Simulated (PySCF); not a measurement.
## NMR shielding calculation of C₆H₁₂AlOP

C₆H₁₂AlOP, SMILES C#C[P+]1([AlH3-])CCOCC1, computed with GIAO PBE0/pcSseg-1 NMR shielding, non-relativistic, gas phase (PySCF 2.14.0).

The geometry comes from this level: PBE0-D3(BJ)/def2-SVP. It belongs to a series of runs on one base structure; here: phosphine turned into its AlH3 adduct. Figures and captions count atoms from 1; the log counts them from 0 in places.

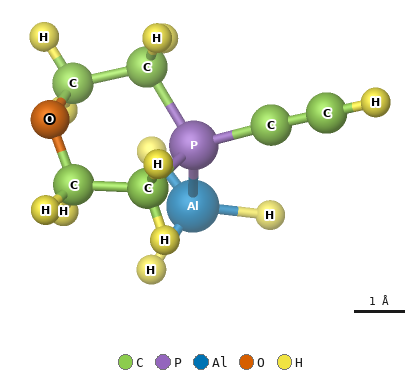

**Figure 1.** The input geometry (ball-and-stick view, seen at a tilt). Sticks mark near contacts. Bond lengths as drawn: Al–H 1.60 to 1.61 Å, Al–P 2.50 Å, C–C 1.21 to 1.53 Å, C–H 1.08 to 1.11 Å, C–O 1.40 Å and C–P 1.75 to 1.84 Å.

Results in brief

- outcome: converged
- total energy: −894.104575 hartree
- HOMO: −7.54 eV
- LUMO: −0.97 eV
- dipole moment: 4.63 D
- isotropic shielding, C: 78.8 to 158.2 ppm
- isotropic shielding, P: 395.1 ppm
- isotropic shielding, Al: 448.0 ppm
- isotropic shielding, O: 293.3 ppm
- isotropic shielding, H: 27.2 to 29.6 ppm
- hardware: 1 CPU thread, shared host
- wall time: 46 s
- peak memory: 1 GiB

Input
```
{"job": {"kind": "nmr", "xc": "PBE0", "basis": "pcSseg-1"}, "charge": 0, "multiplicity": 1}
C      2.339071     2.773172    -0.252033
C      1.617864     1.798864    -0.179665
P      0.675300     0.322499    -0.090367
Al     1.883221    -1.848021    -0.379085
C     -0.703959     0.541419    -1.288179
C     -1.827094    -0.427662    -0.919185
O     -2.342201    -0.190651     0.362720
C     -1.462613    -0.521354     1.402319
C     -0.268078     0.429154     1.485364
H      2.979593     3.635277    -0.315286
H      3.398560    -1.375672    -0.582334
H      1.052175    -2.353126    -1.662110
H      1.462344    -2.488477     1.037174
H     -1.063993     1.580834    -1.244585
H     -0.324015     0.334184    -2.299943
H     -1.467320    -1.472501    -1.011950
H     -2.661422    -0.301809    -1.624803
H     -2.039194    -0.461890     2.337043
H     -1.104517    -1.565676     1.297870
H     -0.610015     1.464483     1.637217
H      0.399785     0.145817     2.313015
```

The first line tells a small driver script what to run in PySCF; the rest is the geometry in Å.

Launch command:
```bash
OMP_NUM_THREADS=1 python <driver script> task.json out
```

What the program printed
```
coarse grid: 18296 points
cycle   1  E = -893.9573347583  dE =  9.855e-01  |g| = 6.154e-01  |ddm| = 4.189e+00
cycle   2  E = -893.9218474108  dE =  3.549e-02  |g| = 7.834e-01  |ddm| = 1.404e+00
cycle   3  E = -894.0350172758  dE = -1.132e-01  |g| = 1.133e-01  |ddm| = 8.671e-01
cycle   4  E = -894.0372629342  dE = -2.246e-03  |g| = 3.493e-02  |ddm| = 1.217e-01
cycle   5  E = -894.0374903451  dE = -2.274e-04  |g| = 1.473e-02  |ddm| = 3.675e-02
cycle   6  E = -894.0375282531  dE = -3.791e-05  |g| = 7.984e-03  |ddm| = 1.670e-02
cycle   7  E = -894.0375444903  dE = -1.624e-05  |g| = 1.228e-03  |ddm| = 6.723e-03
cycle   8  E = -894.0375448896  dE = -3.993e-07  |g| = 1.894e-04  |ddm| = 1.733e-03
final grid: 166736 points
cycle   9  E = -894.1045475488  dE = -3.874e-05  |g| = 1.163e-02  |ddm| = 4.226e-02
cycle  10  E = -894.1045234329  dE =  2.412e-05  |g| = 1.645e-02  |ddm| = 1.970e-02
cycle  11  E = -894.1045744598  dE = -5.103e-05  |g| = 1.366e-03  |ddm| = 1.224e-02
cycle  12  E = -894.1045748758  dE = -4.159e-07  |g| = 1.962e-04  |ddm| = 1.615e-03
cycle  13  E = -894.1045748838  dE = -8.059e-09  |g| = 6.275e-05  |ddm| = 3.339e-04
cycle  14  E = -894.1045748847  dE = -9.154e-10  |g| = 2.611e-05  |ddm| = 1.214e-04
```

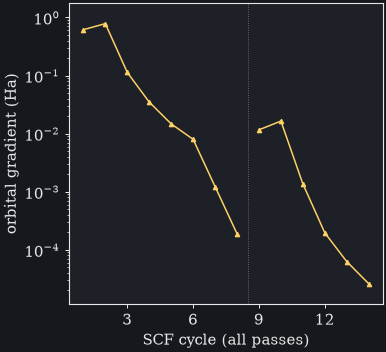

**Figure 2.** Convergence of the self-consistent field: orbital gradient against the SCF cycle. The dotted line marks the change from a coarse to the final integration grid. The first 8 cycles use a coarse grid, the final grid takes over at cycle 9, and the field converges after 14 cycles in all.

```
converged SCF energy = -894.1045748847

GIAO shielding tensors (ppm)
atom      isotropic    diamagn.    paramagn.     s11        s22        s33       span
  0 C       78.791     261.326    -182.535     -0.190     10.065    226.498    226.688
  1 C      105.041     267.524    -162.484      3.454     13.899    297.770    294.316
  2 P      395.083     967.734    -572.651    366.705    391.589    426.956     60.251
  3 Al     448.043     793.440    -345.397    442.072    447.139    454.919     12.846
  4 C      158.092     254.299     -96.206    148.412    158.018    167.847     19.435
  5 C      119.316     246.717    -127.401     92.678     98.363    166.907     74.229
  6 O      293.324     394.329    -101.005    241.665    298.762    339.545     97.881
  7 C      119.353     246.702    -127.350     92.734     98.410    166.914     74.180
  8 C      158.190     254.295     -96.105    148.454    158.011    168.104     19.651
  9 H       28.267      32.954      -4.687     23.468     23.716     37.616     14.149
 10 H       27.352      27.781      -0.429     24.117     26.295     31.644      7.527
 11 H       27.383      28.318      -0.935     24.005     27.186     30.960      6.955
 12 H       27.369      28.307      -0.938     23.993     27.170     30.945      6.952
 13 H       29.221      30.992      -1.771     25.090     27.903     34.671      9.581
 14 H       29.589      30.871      -1.282     25.691     27.354     35.723     10.032
 15 H       27.643      29.865      -2.222     23.217     27.601     32.110      8.892
 16 H       27.207      27.917      -0.710     21.998     26.248     33.374     11.376
 17 H       27.209      27.914      -0.704     21.999     26.252     33.377     11.378
 18 H       27.634      29.863      -2.228     23.216     27.575     32.111      8.896
 19 H       29.220      30.983      -1.763     25.083     27.904     34.673      9.590
 20 H       29.592      30.855      -1.264     25.689     27.350     35.737     10.048
```

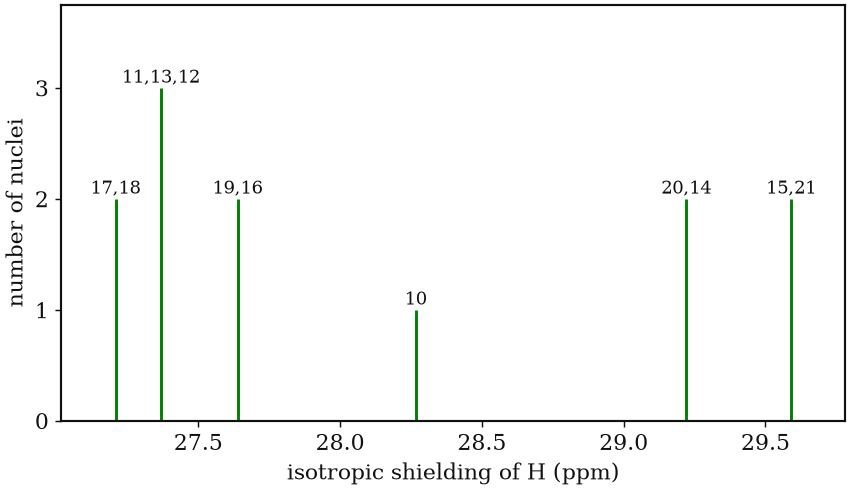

**Figure 3.** Isotropic shieldings of the hydrogen nuclei in this fixed geometry, labelled by atom number; shielding grows to the right, so chemical shift grows to the left. The least shielded is H17 (27.2 ppm), the most shielded H21 (29.6 ppm).
